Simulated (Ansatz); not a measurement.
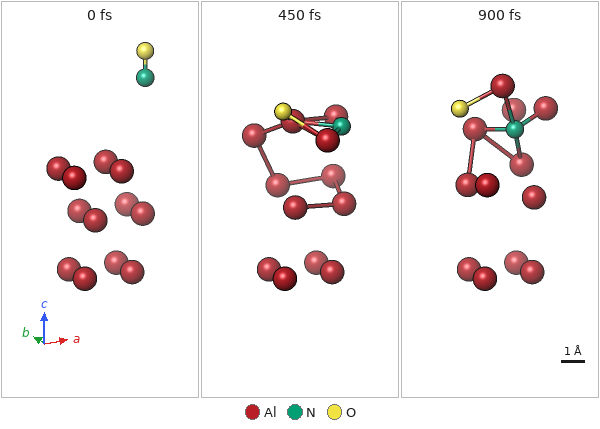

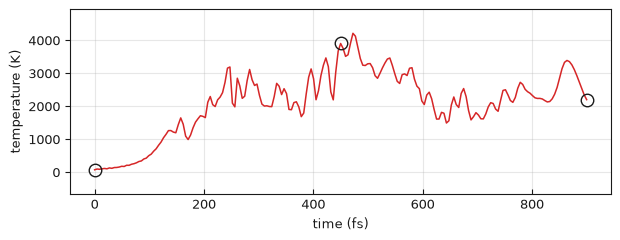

First-principles dynamics of NO on Al(111) (14 atoms in the cell), 900 fs long. Frames and the history of the run. The picture is a ball-and-stick view of the simulation cell, with the vacuum cut short, seen slightly off an axis. Atoms that leave the cell re-enter on the other side. Bonds to atoms that aren't drawn are left out.

Computed with DFT LDA, scalar-relativistic, plane waves, PAW in Ansatz 0.2.0. Set-up: plane-wave cutoff 420 eV; k-point mesh 2 × 2 × 1; Fermi-Dirac smearing 0.1 eV; low-accuracy preset; 4 atoms held fixed; constant energy (NVE); time step 4.5 fs; at the start 2 atoms move with typed velocities and the others are at rest.

### What happens in this trajectory?

In the second half of the run the atoms are, in the root-mean-square, this far from where they began (common drift taken out): Al 2.95 Å, O 2.67 Å, N 1.58 Å. Against the typical shortest distance between atoms in the first frame, about 2.9 Å these are large excursions, but over 900 fs one can't yet tell strong vibration from the start of diffusion. 6 of the 10 free atoms end more than three quarters of that spacing from the start. Bond changes: one N–O bond breaks at about 207 fs. Over the second half the temperature averages 2588 K (spread ±642 K). It is well above the start because potential energy is released as heat. The potential energy in the second half lies on average 233 meV per atom below the first frame. The total energy moves between −12 and 6 meV per atom from its start, in jumps that begin near 0 fs. That is too much for reliable dynamics. The time step of 4.5 fs is long for the fastest vibrations here (lightest element nitrogen).

Limits of the set-up: the cell has an odd number of electrons but was run without spin polarisation; the k-point mesh is coarse for a cell with partly filled bands; the program's low-accuracy preset was used; the periodic images lie only 5.7 Å apart, so the values are limited by the cell's size.

Cost: 12 min on 1 thread of Intel(R) Xeon(R) Platinum 8375C CPU @ 2.90GHz (Ice Lake), with other jobs on the host, peak memory 0.6 GiB.
